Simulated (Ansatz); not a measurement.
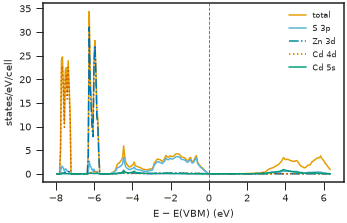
Total and projected density of states of ZnCdS2 in space group P-4m2 (No. 115; Zn on 1d, Cd on 1b, S on 2g), plane-wave PAW PBEsol (Ansatz code)

Question: Which orbitals carry the states next to the gap?

Answer: Top 1 eV of the valence band: S 3p 88 %. Bottom 1 eV of the conduction band: Cd 5s 31 %, Zn 4s 24 %, S 3s 24 %, S 3p 18 %. Projections are on Löwdin-orthogonalised atomic valence shells; empty p or d shells of many metals are not among them.

Question: Where is the tallest occupied peak in this window, and what makes it?

Answer: Near -6.2 eV, about 34 states/eV per cell; the largest projected share is Zn 3d.

The workflow started from a Materials Project entry (that database holds measured and hypothetical structures alike); the Crystallography Open Database copy checked does not list it. Its standing as an ambient phase is unchecked. Symmetry was held in the PBEsol relaxation; of distortions, only those at the zone centre were tested. Spin–orbit coupling is left out wherever it is not named.

Potentials: the later of the program's two PAW sets.
